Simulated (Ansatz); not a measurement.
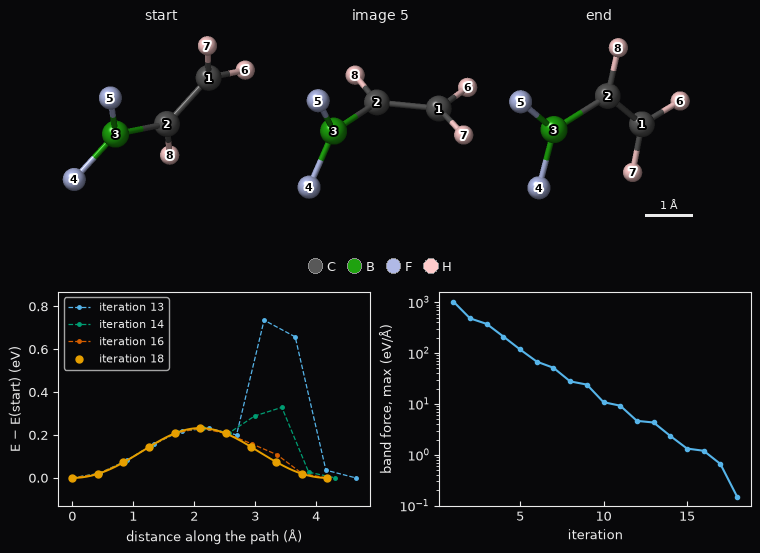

NEB run on C$_{2}$H$_{3}$BF$_{2}$. Images are numbered from 0 (start) to 10 (end). The plot follows the band through its iterations. A ball-and-stick model, seen from a free direction.

Theory: RKS PBE-D4/def2-SVP in Ansatz. Set-up: 9 movable images; climbing image; force threshold 0.2 eV/Å; iteration limit 60; starting path through a guess of the saddle point.

> Judge this run.

The run is converged, with reservations. The band converged in 18 iterations. The largest component of the band force went from 1000 to 0.15 eV/Å. The climbing image converged on the top of the path. Its curvatures weren't checked. The force threshold is loose. The first iteration put the highest image at 365.095 eV. The barrier is about 0.233 eV in both directions, with image 5 at the top; the ends have the same energy.

The run took 2.1 min on 2 threads of AMD EPYC 7R13 Processor (Zen 3), on a shared host, peak memory 0.16 GiB.
